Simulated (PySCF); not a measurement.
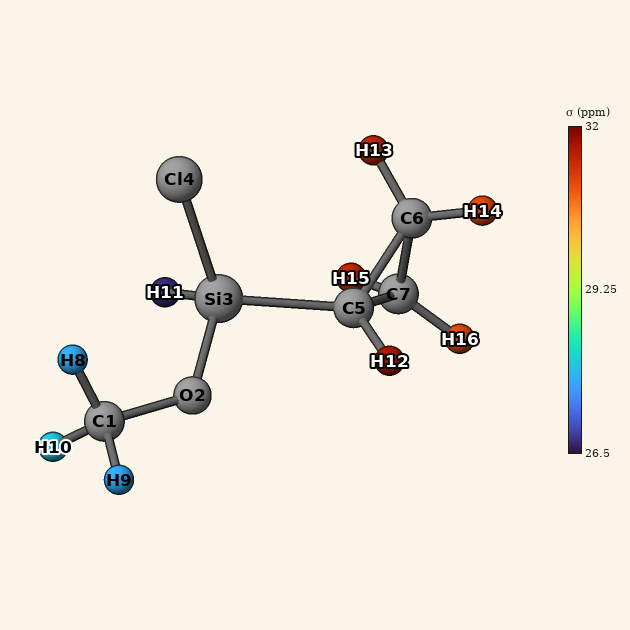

Atoms are coloured by their isotropic NMR shieldings (H only, the others grey). The computed structure is the end point of a GFN2-xTB optimisation. No frequency run is at hand to confirm it as a minimum. Method: GIAO PBE0/pcSseg-1 NMR shielding, non-relativistic, gas phase (PySCF 2.14.0).

List the isotropic NMR shieldings of the H atoms.

| atom | σ (ppm) |
| --- | --- |
| H8 | 27.75 |
| H9 | 27.73 |
| H10 | 27.97 |
| H11 | 26.70 |
| H12 | 31.63 |
| H13 | 31.44 |
| H14 | 31.05 |
| H15 | 31.41 |
| H16 | 31.04 |

The geometry is semi-empirical. Around Si such bond lengths and angles can be off by a tenth of an ångström or more and by several degrees, and values that hang on the shape move with them.
